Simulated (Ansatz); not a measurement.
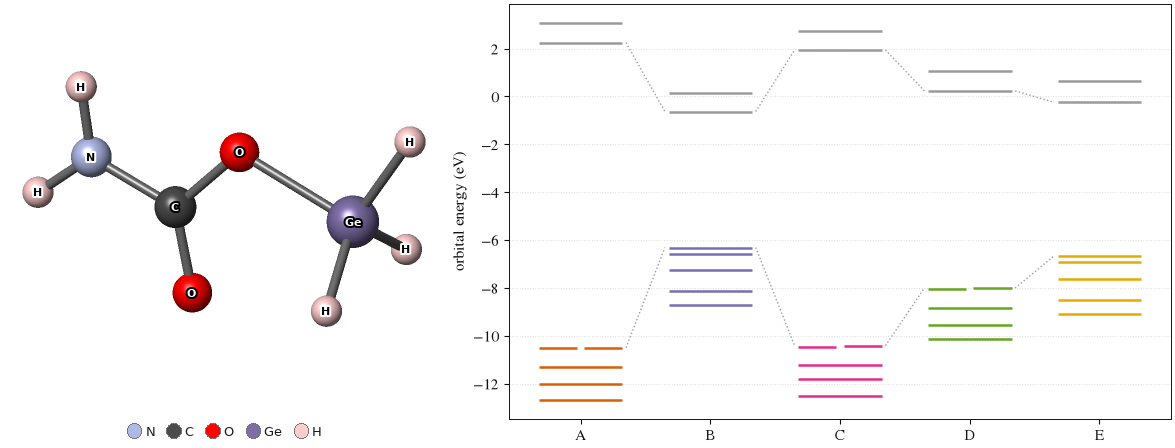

Frontier orbital energies of CH₅GeNO₂, SMILES NC(=O)[O][GeH3], singlet at one geometry, def2-TZVPP, the Ansatz code, at a PBE0-D4/def2-TZVP geometry (no frequency check). Empty levels are grey, levels within 0.1 eV stand side by side; all columns show the same few orbitals around the gap. Dotted lines join the HOMOs and the LUMOs.

The columns come from PBE, PBE0, r2SCAN, ωB97M-V and ωB97X-V. Which is which?

A: ωB97X-V (HOMO −10.50, LUMO 2.25, separation 12.75 eV)
B: PBE (HOMO −6.31, LUMO −0.63, separation 5.68 eV)
C: ωB97M-V (HOMO −10.42, LUMO 1.95, separation 12.36 eV)
D: PBE0 (HOMO −8.01, LUMO 0.23, separation 8.24 eV)
E: r2SCAN (HOMO −6.66, LUMO −0.24, separation 6.42 eV)

Caveats, for all or some of the runs: empty levels above zero depend strongly on the basis; no scalar relativity up to krypton; one conformer of a flexible molecule.
